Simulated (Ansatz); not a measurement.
Start from ZnCu2SnS4 (space group I-4, No. 82; a = 5.414 Å, c = 10.823 Å).

Modification: the cell is scaled by 0.9450 in all directions, atoms relaxed at fixed cell.

All numbers come from Kohn–Sham DFT with the r2SCAN functional, run in Ansatz (a program for electronic structure) with PAW and 500 eV plane waves, scalar-relativistic without spin-orbit coupling, earlier PAW set.

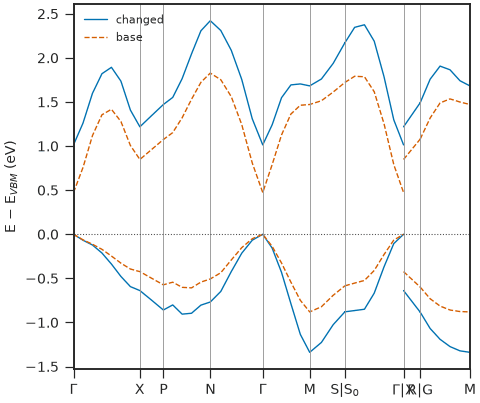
Highest valence and lowest conduction band along the path, each from its own valence-band maximum

The gap is 1.01 eV, direct at Γ; the base has 0.47 eV.

The cells carry an imposed strain or load. Stability against distortions was not tested. All final runs are without spin polarisation.
